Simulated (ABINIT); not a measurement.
# A GW chain in ABINIT: TiO2 (Rutile), part 3 of 3

Wanted: ground state, empty states, screening and self-energy for TiO2 (Rutile).

ABINIT 10.8.3; PBE and many-body steps on it, plane waves. Known limits of the many-body steps: not at the basis limit; coarse k mesh.

So far. Step 3 (Bands along the symmetry lines): The gap is 1.917 eV, as in the run before at this level. Step 4 (Empty states on the mesh, 4×4×4 mesh, 100 bands): On this mesh the gap is 1.917 eV.

## (5) Screening, 4×4×4 mesh, 92 bands, screening to 103.4 eV

The RPA dielectric matrix is built and inverted for each q.

This step: RPA screening on PBE, plane waves, norm-conserving pseudopotentials.

Contents of run.abi:

```
acell 3*1.0 Angstrom
rprim 
  4.592200000000 0.000000000000 0.000000000000
  0.000000000000 4.592200000000 0.000000000000
  0.000000000000 0.000000000000 2.957400000000
ntypat 2
znucl 22 8
natom 6
typat 1 1 2 2 2 2
xred 
  0.000000000000 0.000000000000 0.000000000000
  0.500000000000 0.500000000000 0.500000000000
  0.304960000000 0.304960000000 0.000000000000
  0.195040000000 0.804960000000 0.500000000000
  0.695040000000 0.695040000000 0.000000000000
  0.804960000000 0.195040000000 0.500000000000
pp_dirpath "pseudos"
pseudos "Ti.upf, O.upf"
ecut 38
ngkpt 4 4 4
nshiftk 1
shiftk 0 0 0
kptopt 1
chksymbreak 0
istwfk *1
occopt 1
irdwfk 1
optdriver 3
nband 92
ecuteps 3.8
inclvkb 2
awtr 1
symchi 1
indata_prefix "in"
outdata_prefix "out"
tmpdata_prefix "tmp"
```

Launch:

```
OMP_NUM_THREADS=1 mpirun -n 4 abinit run.abi > log
```

Numbers of over 12 decimals in the logs are rounded to 6 here.

The log of the run:

```text
.Version 10.8.3 of ABINIT. v10.8.2 released Aug 2026.

 Symmetries : space group P4_2/m n m (#136); Bravais tP (primitive tetrag.)
[... echo of the input left out ...]
== DATASET  1 ==================================================================
-   mpi_nproc: 4, omp_nthreads: 1 (-1 if OMP is not activated)

--- !DatasetInfo
iteration_state: {dtset: 1, }
dimensions: {natom: 6, nkpt: 18, mband: 92, nsppol: 1, nspinor: 1, nspden: 1, mpw: 4748, }
cutoff_energies: {ecut:  38.0, pawecutdg:  -1.0, }
electrons: {nelect:   4.80000000E+01, charge:   0.00000000E+00, occopt:   1.00000000E+00, tsmear:   1.00000000E-02, }

 SCREENING: Calculation of the susceptibility and dielectric matrices

 Based on a program developped by R.W. Godby, V. Olevano, G. Onida, and L. Reining.
 Incorporated in ABINIT by V. Olevano, G.-M. Rignanese, and M. Torrent.
.Using double precision arithmetic ; gwpc =  8

[... cell and pseudopotentials left out ...]
--------------------------------------------------------------------------------

 ==== K-mesh for the wavefunctions ====
 Number of points in the irreducible wedge :    18
[... list of points left out ...]
 Together with 16 symmetry operations and time-reversal symmetry
 yields    64 points in the full Brillouin Zone.

 ==== Q-mesh for the screening function ====
 Number of points in the irreducible wedge :    18
[... list of points left out ...]
 Together with 16 symmetry operations and time-reversal symmetry
 yields    64 points in the full Brillouin Zone.

 setmesh: FFT mesh size selected  =    32x   32x   24
          total number of points  =        24576

 vcoul_init : cutoff-mode = AUXILIARY_FUNCTION
 q-points for optical limit:   1
     1)      0.000010    0.000020    0.000030

- screening: taking advantage of time-reversal symmetry
- Maximum band index for partially occupied states nbvw = 24
- Remaining bands to be divided among processors   nbcw = 68
- Number of bands treated by each node ~17

 Number of electrons calculated from density =   48.0000; Expected =   48.0000
 average of density, n =  0.114049
 r_s =    1.2792
 omega_plasma =   32.5763 [eV]

 calculating chi0 at frequencies [eV] :
  1    0.000000E+00    0.000000E+00
  2    0.000000E+00    3.257632E+01

--------------------------------------------------------------------------------
  q-point number  1        q = ( 0.000000, 0.000000, 0.000000) [r.l.u.]
--------------------------------------------------------------------------------
[... chi0 elements left out ...]
 For q-point:  0.000010 0.000020 0.000030
  dielectric constant =   8.6104
  dielectric constant without local fields =   8.9524

  Average fulfillment of the sum rule on Im[epsilon] for q-point    1 :     50.59  [%]
[... wings left out ...]
  q-point number  2        q = ( 0.250000, 0.000000, 0.000000) [r.l.u.]
--------------------------------------------------------------------------------
[... chi0 elements left out ...]
  Average fulfillment of the sum rule on Im[epsilon] for q-point    2 :     64.65  [%]

 [... 16 further q-points ...]
```

Run time: 2.3 min. Hardware: 4 MPI ranks of Arm Neoverse V2, shared host; peak memory 1.8 GiB; 9.2 min of CPU time.

This step gave:

```
ε∞ with local fields, on this mesh, along the program's q direction : 8.610
the same without local fields                                       : 8.952
plasma frequency                                                    : 32.58 eV
plane waves in the screening matrix                                 : 145
```

Local fields lower ε∞ by 4 %. On a Γ-centred mesh this coarse the value itself is usually too large, while a short band sum pulls it down.

## (6) Self-energy, 4×4×4 mesh, 92 bands, screening to 103.4 eV

The self-energy is evaluated for the states that the input lists, and the levels follow from it, in one-shot runs by the linearised quasiparticle equation.

This step: G0W0 on PBE, plane waves, norm-conserving pseudopotentials.

Edit run.abi of step 5 so:

```diff
@@ -27,8 +27,15 @@
 irdwfk 1
-optdriver 3
+optdriver 4
 nband 92
+gwcalctyp 0
+ecutsigx 38
+symsigma 1
+nkptgw 1
+kptgw 
+  0.0000000000 0.0000000000 0.0000000000
+bdgw 
+  22 26
 ecuteps 3.8
-inclvkb 2
-awtr 1
-symchi 1
+irdscr 1
+ppmodel 1
 indata_prefix "in"
```

The log of the run:

```text
.Version 10.8.3 of ABINIT. v10.8.2 released Aug 2026.

 Symmetries : space group P4_2/m n m (#136); Bravais tP (primitive tetrag.)
[... echo of the input left out ...]
== DATASET  1 ==================================================================
-   mpi_nproc: 4, omp_nthreads: 1 (-1 if OMP is not activated)

--- !DatasetInfo
iteration_state: {dtset: 1, }
dimensions: {natom: 6, nkpt: 18, mband: 92, nsppol: 1, nspinor: 1, nspden: 1, mpw: 4748, }
cutoff_energies: {ecut:  38.0, pawecutdg:  -1.0, }
electrons: {nelect:   4.80000000E+01, charge:   0.00000000E+00, occopt:   1.00000000E+00, tsmear:   1.00000000E-02, }

 SIGMA: Calculation of the GW corrections

 Based on a program developped by R.W. Godby, V. Olevano, G. Onida, and L. Reining.
 Incorporated in ABINIT by V. Olevano, G.-M. Rignanese, and M. Torrent.
.Using double precision arithmetic ; gwpc =  8

[... cell and pseudopotentials left out ...]
--------------------------------------------------------------------------------

 ==== K-mesh for the wavefunctions ====
 Number of points in the irreducible wedge :    18
[... list of points left out ...]
 Together with 16 symmetry operations and time-reversal symmetry
 yields    64 points in the full Brillouin Zone.

 ==== Q-mesh for screening function ====
 Number of points in the irreducible wedge :    18
[... list of points left out ...]
 Together with 16 symmetry operations and time-reversal symmetry
 yields    64 points in the full Brillouin Zone.

 vcoul_init : cutoff-mode = AUXILIARY_FUNCTION
 q-points for optical limit:   1
     1)      0.000010    0.000020    0.000030
 setmesh: FFT mesh size selected  =    50x   50x   32
          total number of points  =        80000

 Number of electrons calculated from density =   48.0000; Expected =   48.0000
 average of density, n =  0.114049
 r_s =    1.2792
 omega_plasma =   32.5763 [eV]

 === KS Band Gaps ===
  >>>> For spin  1
   Minimum direct gap =   1.9166 [eV], located at k-point      :   0.0000  0.0000  0.0000
   Fundamental gap    =   1.9166 [eV], Top of valence bands at :   0.0000  0.0000  0.0000
                                       Bottom of conduction at :   0.0000  0.0000  0.0000
 SIGMA fundamental parameters:
 PLASMON POLE MODEL  1
 number of plane-waves for SigmaX                 4679
 number of plane-waves for SigmaC and W            145
 number of plane-waves for wavefunctions          4679
 number of bands                                    92
 number of independent spin polarizations            1
 number of spinorial components                      1
 number of k-points in IBZ                          18
 number of q-points in IBZ                          18
 number of symmetry operations                      16
 number of k-points in BZ                           64
 number of q-points in BZ                           64
 number of frequencies for dSigma/dE                 9
 frequency step for dSigma/dE [eV]                0.25
 number of omega for Sigma on real axis              0
 max omega for Sigma on real axis  [eV]           0.00
 zcut for avoiding poles [eV]                     0.10

 EPSILON^-1 parameters (SCR file):
 dimension of the eps^-1 matrix on file            145
 dimension of the eps^-1 matrix used               145
 number of plane-waves for wavefunctions          4679
 number of bands                                    92
 number of q-points in IBZ                          18
 number of frequencies                               2
 number of real frequencies                          1
 number of imag frequencies                          1

 matrix elements of self-energy operator (all in [eV])

 Perturbative Calculation

--- !SelfEnergy_ee
iteration_state: {dtset: 1, }
kpoint     : [   0.000,    0.000,    0.000, ]
spin       : 1
KS_gap     :    1.917
QP_gap     :    3.385
Delta_QP_KS:    1.468
data: !SigmaeeData |
     Band     E0 <VxcDFT>   SigX SigC(E0)      Z dSigC/dE  Sig(E)    E-E0       E
       22   5.208 -20.672 -25.174   4.942   0.773  -0.294 -20.332   0.340   5.548
       23   5.208 -20.672 -25.174   4.942   0.773  -0.294 -20.332   0.340   5.548
       24   5.660 -20.448 -25.098   5.122   0.767  -0.304 -20.086   0.362   6.022
       25   7.576 -20.150 -12.063  -5.747   0.782  -0.278 -18.320   1.830   9.407
       26   7.879 -19.778 -12.069  -5.505   0.783  -0.277 -18.051   1.727   9.606

== END DATASET(S) ==============================================================
================================================================================

 -outvars: echo values of variables after computation  --------
           etotal      0.0000000000E+00
            nband          92
             nkpt          18
          spgroup         136
 [... the other variables as echoed above ...]

 Calculation completed.
```

Run time: 5.2 s. Hardware: 4 MPI ranks; peak memory 1.1 GiB.

This step gave:

* G0W0 gap on the points computed: 3.385 eV
* starting gap on the mesh: 1.917 eV
* k of the valence top: 0, 0, 0
* k of the conduction bottom: 0, 0, 0
* Z at the valence top: 0.767
* Z at the conduction bottom: 0.782
* least direct G0W0 gap on the computed points: 3.385 eV

The gap on the mesh goes from 1.92 eV to 3.38 eV, a correction of +1.47 eV.

Limits: finite bands, cutoff and mesh; coarse k mesh. v1 is the top filled band, c1 the lowest empty one. Levels before and after the correction, in eV, zero at the valence-band top of each column:

|  | conduction bottom | valence top |
| --- | --- | --- |
| Kohn-Sham | 1.92 | 0.00 |
| G0W0 | 3.38 | 0.00 |

|  | level | energy (eV) |
| --- | --- | --- |
| Kohn-Sham | Γ v3-v2 | -0.452 |
| Kohn-Sham | Γ v1 | 0.000 |
| Kohn-Sham | Γ c1 | 1.917 |
| Kohn-Sham | Γ c2 | 2.219 |
| G0W0 | Γ v3-v2 | -0.474 |
| G0W0 | Γ v1 | 0.000 |
| G0W0 | Γ c1 | 3.385 |
| G0W0 | Γ c2 | 3.584 |

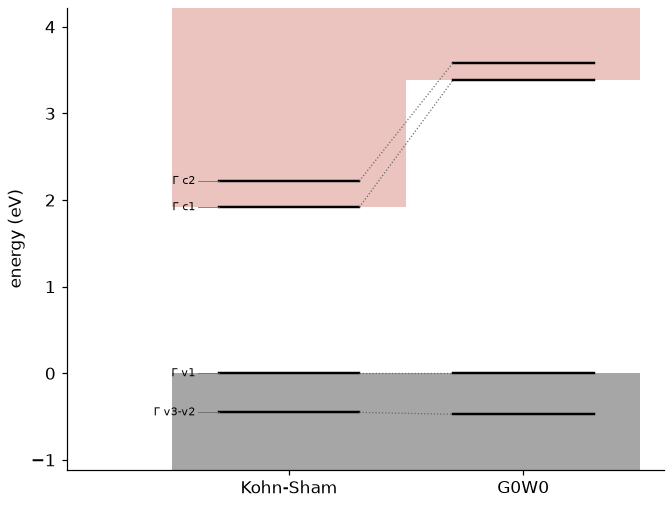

Levels before and after the correction. Shaded: valence and conduction bands.

## (7) Where the time went

Times are wall times on 4 MPI ranks of Arm Neoverse V2, shared host, good to a factor of about two.

| step | time | share | memory (GiB) |
| --- | --- | --- | --- |
| ground state | 64 s | 18 % | 0.36 |
| bands along the symmetry lines | 81 s | 24 % | 0.43 |
| empty states on the mesh | 57 s | 17 % | 0.42 |
| screening | 2.3 min | 40 % | 1.8 |
| self-energy | 5.2 s | 1 % | 1.1 |

## (8) Summary of results

```json
{
 "PBE gap": "1.92 eV, direct",
 "G0W0 gap on the mesh": "3.38 eV",
 "GW settings": "4×4×4 mesh, 92 bands, screening to 103.4 eV, Godby-Needs plasmon pole",
 "known limits": "not at the basis limit; coarse k mesh"
}
```

What this shows: G0W0 moves the gap on the mesh from 1.92 eV to 3.38 eV (+1.47 eV), with Z of 0.77 and 0.78 at the edges. Local fields lower the RPA ε∞ on this mesh from 8.95 to 8.61; a Γ-centred mesh this coarse tends to raise both, most where the direct gap is narrow, while a short band sum lowers them. Only 1 of the mesh's irreducible points was corrected, so a valley elsewhere could overtake. The dearest step here is «screening». Against experiment, by G0W0@PBE: the gap of 3.38 eV lies +0.33 eV from the measured 3.05 eV (kind not stated, quoted 2021); the gap of 3.38 eV lies +0.35 eV from the measured 3.03 eV (kind not stated, quoted 2016); the gap of 3.38 eV lies +0.29 eV from the measured 3.09 ± 0.06 eV (indirect, on SiO2 (quartz particles), 2024); the gap of 3.38 eV lies +0.10 eV from the measured 3.28 eV (optical, 2023). An exciton line or allowed optical edge lies below the quasiparticle gap by the binding energy; a forbidden edge can push the onset above it. The calculation has static nuclei and no excitons; a measured gap holds zero-point and thermal motion, which mostly lowers it. Bands and cutoff are finite, so the gap is not at the basis limit. The miss can reach some tenths of an eV and take either sign; the mesh is an error of its own. In the G0W0 run levels were corrected at 1 k point alone, so a gap called «on the mesh» is the least over those, and an edge elsewhere would be missed. The 4×4×4 mesh is coarse for this cell, which bears on the long-range parts of exchange and screening.

[Paths, hosts, dates, memory and timing lines, banners, echoed tables and standing remarks are left out of the program output.]

[Logs are printed without paths, hosts, clocks, repeated set-up lines and the standing remarks that a program may print on its own settings, such as how far it seeks lower states.]

[Runs of the session that timed out or met a known fault of the program may be left out.]

[Hosts, paths, dates, database ids (printed as entryN), source tags and the programs' standing remarks are cut or masked in the printed files.]

[G0W0 gaps are taken among the corrected bands and points alone; a level outside them can change the order at an edge.]

[Where Ansatz stands beside ABINIT at settings called matched, ABINIT's density can come from a denser mesh and the files from another edition; pairs whose starting gaps differed by over 0.03 eV were left out, so agreement reads better than it is.]
